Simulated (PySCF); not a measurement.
**C6H9ClSi (SMILES C=CCC#C[SiH2]CCl): density, localisation and related maps**

Input file:

```
{"job": {"kind": "uv", "xc": "wB97X-D", "basis": "def2-SVPD", "nstates": 8, "ntriplets": 3}, "charge": 0, "multiplicity": 1}
C     -3.424736    -0.289618     0.800798
C     -2.592982    -0.380975    -0.218418
C     -1.762166     0.761357    -0.730161
C     -0.350887     0.428871    -0.695585
C      0.815925     0.126877    -0.652661
Si     2.613573    -0.284111    -0.621616
C      2.849726    -1.442669     0.884816
Cl     4.571945    -1.902427     1.017336
H     -3.560974     0.632194     1.343549
H     -4.009733    -1.129245     1.135894
H     -2.463105    -1.315272    -0.748313
H     -2.039647     0.978892    -1.768008
H     -1.935779     1.657903    -0.128770
H      3.000064    -1.006978    -1.835482
H      3.413604     0.925561    -0.416378
H      2.286708    -2.369284     0.797454
H      2.581466    -0.967233     1.825636
```

Launched as:

```sh
OMP_NUM_THREADS=1 python probes_run.py task.json out
```

Geometry: GFN2-xTB.

The calculation used wB97X-D/def2-SVPD, SCF density, gas phase (PySCF 2.14.0).

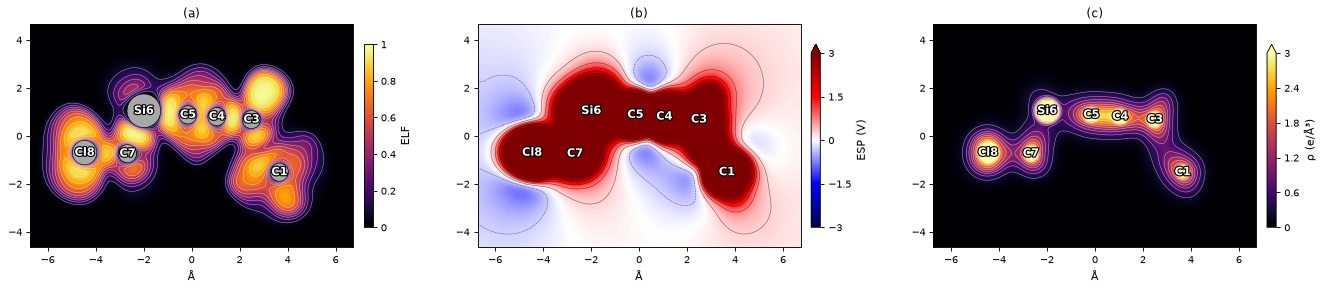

Figure 1. (a) electron localisation function; (b) molecular electrostatic potential; (c) total electron density on the plane of atoms Si6, C7 and Cl8. Grey discs cover the atomic cores in the ELF map.

> Interpret the plot.

The section cuts through C, Si and Cl sites. C–C (1.21 Å): ρ is about 2.7 e/Å³ halfway; the ELF peaks at about 0.85 between the atoms; a multiple bond. C–Cl (1.79 Å): ρ at the midpoint is about 1.3 e/Å³; the ELF peaks at about 0.90 between the atoms (a covalent bond). C–Si (1.84 Å): ρ at the midpoint is about 0.94 e/Å³; the ELF peaks at about 0.95 between the atoms (a covalent bond). C–Si (1.92 Å): ρ at the midpoint is about 0.93 e/Å³; the ELF peaks at about 1 between the atoms, as expected for a covalent bond. The ELF also peaks beside Cl8, away from the bonds: lone-pair regions. Outside the dense part of the molecule the potential is most negative (−0.8 V) near Cl8.

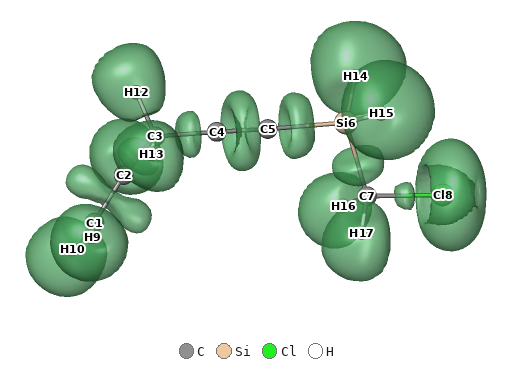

Figure 2. Isosurface of the electron localisation function at 0.8 (green), seen at a tilt. Only the valence region is drawn (cores and ρ < 0.01 e/Å³ removed).

> Where are the electrons localised?

The ELF exceeds this value in four regions between bonded C–C atoms (shared pairs), one region between bonded C–Cl atoms (shared pairs), two regions between bonded C–Si atoms (shared pairs), nine regions around hydrogen nuclei and one ring or bowl of non-bonding electrons around Cl.

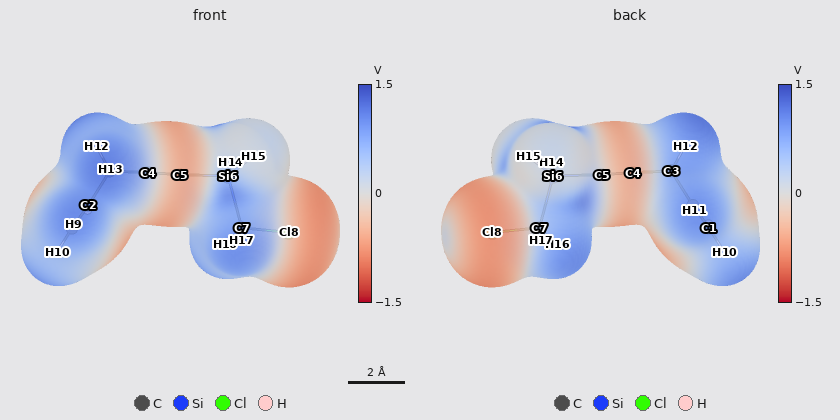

Figure 3. The electrostatic potential painted on the density surface at 0.002 e/bohr³, seen from the front and from behind; red is negative and blue positive.

> Where is the surface potential most negative and most positive?

The most negative region (about −0.8 V) lies over Cl8, the most positive (about +1.1 V) over Si6, H12 and H13.

> How polar is the molecule by this calculation?

Its dipole moment is 3.21 D.
